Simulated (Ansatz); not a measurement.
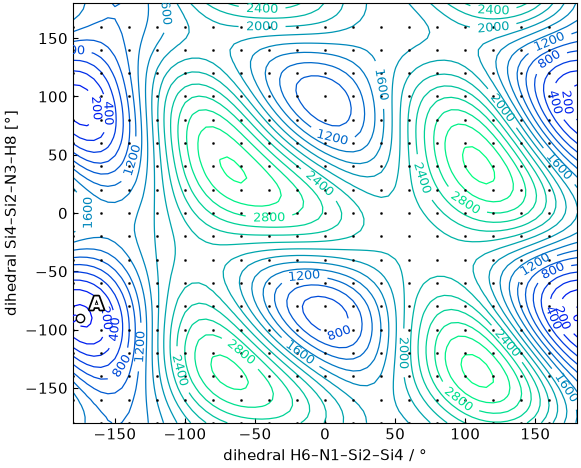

ClH₇N₂Si₂, SMILES N[Si](N)([SiH3])Cl. Coordinates scanned: (1) dihedral H6–N1–Si2–Si4; (2) dihedral Si4–Si2–N3–H8. Nothing is relaxed (all other coordinates rigid). The scan uses an 18 × 18 grid. Energies: cm⁻¹, counted from the lowest grid point. The calculation used RHF/def2-SVP in Ansatz.

In the figure: contour lines labelled in cm⁻¹ (none above 3200), dots at the grid points, the point A. Between grid points the surface is interpolated.

What is the easiest way out of the well at A, and how high is the barrier?

The easiest path leads from the well at about dihedral H6–N1–Si2–Si4 = −175°, dihedral Si4–Si2–N3–H8 = −90° to the well at about dihedral H6–N1–Si2–Si4 = −175°, dihedral Si4–Si2–N3–H8 = 95°, about 131 cm⁻¹ higher (on a rigid scan; wells that are mirror images or exchange like atoms can differ by this much). Its highest point lies about 1200 cm⁻¹ above the bottom of the first well on the interpolated surface, at about dihedral H6–N1–Si2–Si4 = −150°, dihedral Si4–Si2–N3–H8 = 170°. Seen from the upper well the barrier is about 1100 cm⁻¹. The start is the relaxed structure and all else is held, so a fully relaxed path at this level can only be lower.

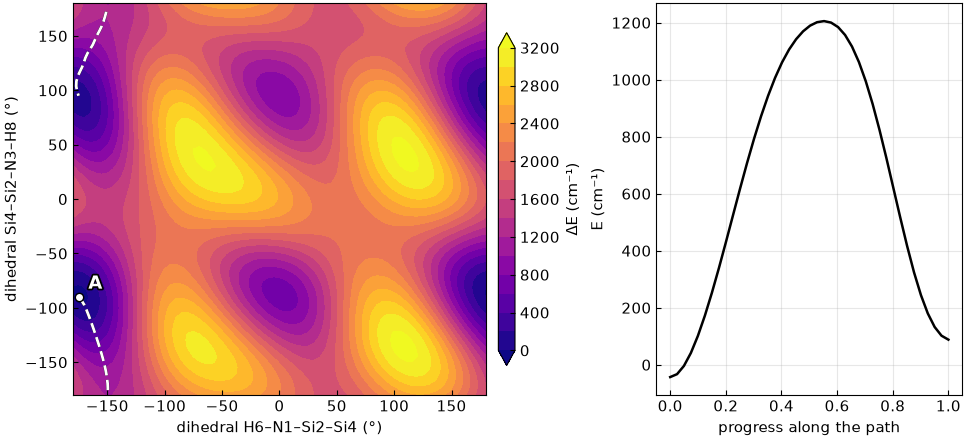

The picture shows filled contours, a line along the lowest path, one colour for all values above the top of the scale, the energy along the path at the right. Between grid points the surface is interpolated.
